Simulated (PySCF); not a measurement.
```xyz
9

N     2.5367    0.4099   -0.7952
C     1.5300   -0.0435   -0.4493
C     0.2462   -0.5796   -0.0132
C    -0.7880    0.5247    0.1687
Cl   -2.3380   -0.1695    0.7002
H     0.3862   -1.1246    0.9335
H    -0.1098   -1.3107   -0.7560
H    -0.9649    1.0616   -0.7726
H    -0.4656    1.2489    0.9285
```

Geometry: PBE0-D3(BJ)/def2-SVP.

These are results of DFT single point, gas phase, functional wB97X (PySCF 2.14.0, density-fitted response routines), not measurements.

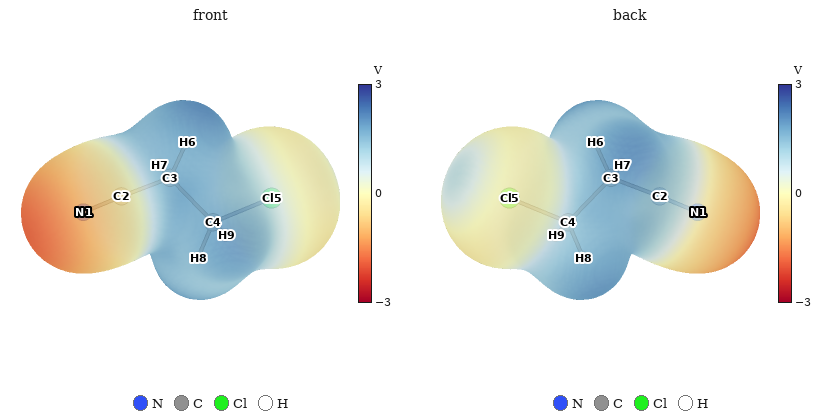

C₃H₄ClN (SMILES N#CCCCl). The molecular electrostatic potential painted on the density surface at 0.004 e/bohr³, seen from the front and from behind; the colour scale runs from red (negative) to blue (positive).

Q: Which sites attract a positive test charge, and which a negative one?

A: A positive charge is drawn to the negative regions and a negative charge to the positive ones. The most negative region (about −1.9 V, or −44 kcal/mol for a unit charge) lies over N1, the most positive (about +2.1 V, or +48 kcal/mol for a unit charge) over H6 and H7. Cl5 shows a σ-hole: about +1.0 V, or +23 kcal/mol for a unit charge at the tip opposite its bond, against about −0.1 V on its flanks. N1 is the likeliest acceptor of a hydrogen bond.

Q: What dipole moment does the calculation give?

A: Its dipole moment is 2.16 D.
